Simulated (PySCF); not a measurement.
C3H12N, charge +1, SMILES `[NH4+].CCC`.

Computed with PySCF, TPSS/def2-SVPD, geometry: GFN2-xTB.

Geometry (Å), atoms numbered from 1:

```
N1       2.4244   -0.3846   -0.0313
H2       3.1088   -0.1087   -0.7456
H3       2.2295   -1.3896   -0.1167
H4       1.5324    0.1575   -0.1634
H5       2.8099   -0.1918    0.9009
C6      -1.8361   -0.7911   -0.2767
C7      -0.9296    0.0672    0.5971
C8      -0.2823    1.1931   -0.2126
H9      -1.2781   -1.2567   -1.0876
H10     -2.6240   -0.1842   -0.7131
H11     -2.3011   -1.5754    0.3129
H12     -1.5219    0.5092    1.3981
H13     -0.1776   -0.5704    1.0755
H14      0.4265    1.7737    0.3794
H15     -1.0567    1.8888   -0.5293
H16      0.1695    0.8239   -1.1387
```

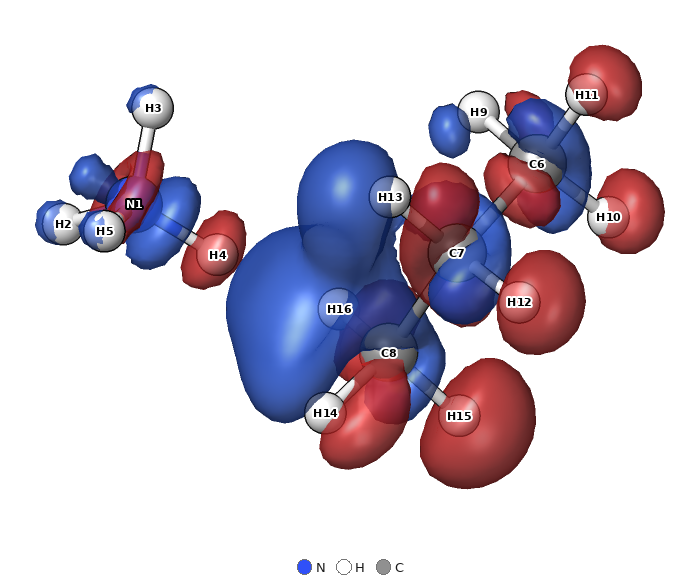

Density of the complex less the densities of the two fragments at the same geometry, ±0.01 e/Å³ (blue: gain, red: loss). Fragment A: NH4(+1) (atoms 1–5); fragment B: H8C3.

Q: How is the density rearranged on binding?

A: Hirshfeld charges show 0.057 e passing from B to A. By Hirshfeld charges, electrons gather most on H13 (−0.021 e) and leave H15 most (+0.041 e); 0.25 e is displaced in all.

Q: What is the interaction energy, and which contacts carry it?

A: The counterpoise-corrected interaction energy of the frozen fragments is −6.1 kcal/mol without dispersion correction and −8.1 kcal/mol with D3(BJ). The pair geometry is semi-empirical, not a minimum at this level. Contacts: H4···C8, N–H···C contact, 2.09 Å, ρ = 0.023 a.u. The pose is a local one from a semi-empirical search, not shown to be the most stable.
